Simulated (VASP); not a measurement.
Band structure of LiH (rock salt). These are TPSS meta-GGA, VASP's PBE PAW potentials (set 64) (plane waves; VASP) values and carry that method's errors.

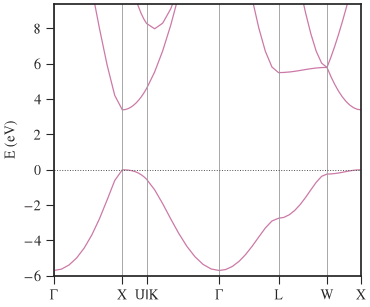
*Bands along high-symmetry lines, zero at the valence-band maximum or, without a gap, the Fermi level*

### Question
Read the plot: is there a gap, and where are the band edges?

### Answer
The gap is direct, 3.39 eV, from the valence maximum at X to the conduction minimum at X.

The compound is LiH in the rock salt structure. It was relaxed first, which changed the volume by -10 %.
